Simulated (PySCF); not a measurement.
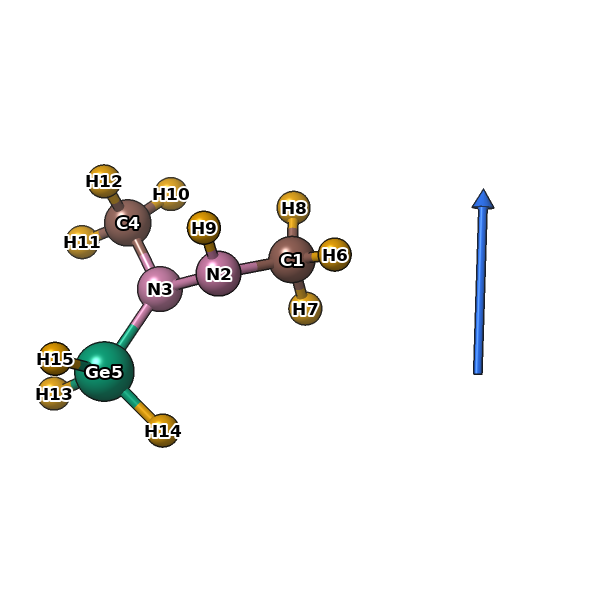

The arrow beside the molecule shows the direction of the dipole moment, from the negative to the positive end (its length means nothing). The computed structure is the end point of a GFN2-xTB optimisation. No frequency run is at hand to confirm it as a minimum. Method: B3LYP/pcJ-1 (pcSseg-1 on Ge), gas phase (PySCF 2.14.0).

Question: How large is the dipole moment?

Answer: 1.53 D; it points from the side of H14 to the side of H10, H12 (the outermost atoms at the two ends).

The geometry is semi-empirical. Around Ge such bond lengths and angles can be off by a tenth of an ångström or more and by several degrees, and values that hang on the shape move with them.
